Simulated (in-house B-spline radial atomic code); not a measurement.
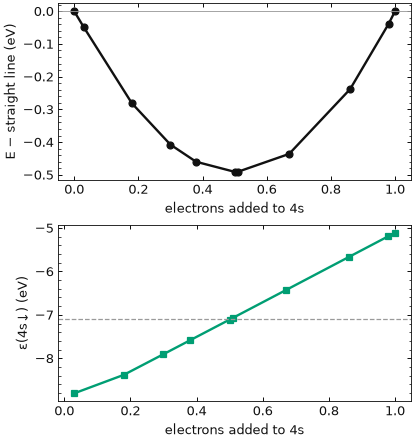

Level of theory: scalar-relativistic (spin-free one-electron X2C) PBE0, spin-polarised, spherical fractional occupations, Fermi nucleus, basis-set limit. Computed with an in-house B-spline radial code. The occupation of the 4s shell is varied from Mn⁺ ([Ar] 3d5 4s1 (high spin)) to Mn ([Ar] 3d5 4s2 (high spin)), with spherical fractional occupations. The plot shows the total energy less the straight line between the end points, and the eigenvalue of 4s↓ (the dashed line is minus the energy to take the whole electron out).

What does the shape say about the method?

Answer. The curve is convex (below the straight line), with the largest deviation among the points computed, −0.49 eV, at 0.5. The end points differ by 7.09 eV, the energy to take the electron out. The eigenvalue, which is the slope of the energy (Janak's theorem), moves from −8.81 eV at 0.03 to −5.11 eV at 1; for a straight line it would stay constant, and a parabola would sag by an eighth of this change, scaled to a whole electron, 0.48 eV. Convexity is the delocalisation error: fractional charges are too low in energy. Exact exchange at spherical fractional occupations leaves self-interaction in partly filled shells, which adds to the curvature.
